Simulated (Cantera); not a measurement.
Charge: 1 mol c-C4F8, a varied amount of H2, held at 2652 °C and 100000 Pa.

Method: chemical equilibrium by Gibbs-energy minimisation in Cantera with the NASA 1993 tables (ideal gas, pure condensed phases). Candidate condensed phases: C, C6H6, C7H8, C8H18; 95 gas species. The feed counts by its element totals alone. The tables' values for C2F4 are old estimates; treat these amounts as uncertain. Gases not in the tables: C2F6 and larger saturated fluorocarbons. Equilibrium is a limit: real reactors are often held back by kinetics, nucleation or transport.

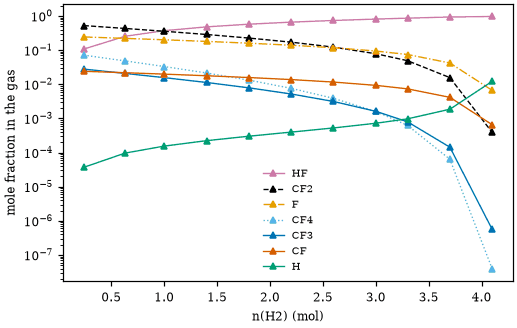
Fig. 1. Equilibrium gas composition (values under 1e-9 drawn at 1e-9)

From 0.24 mol H2 to 4.1 mol H2 the condensed part is C(graphite). The main C-bearing gas is CF2 at 0.24 mol H2 and C2H2 (acetylene) at 4.1 mol H2. The share of C in condensed phases is highest at 4.1 mol H2 (99.4 %) and lowest at 0.24 mol H2 (27.7 %).
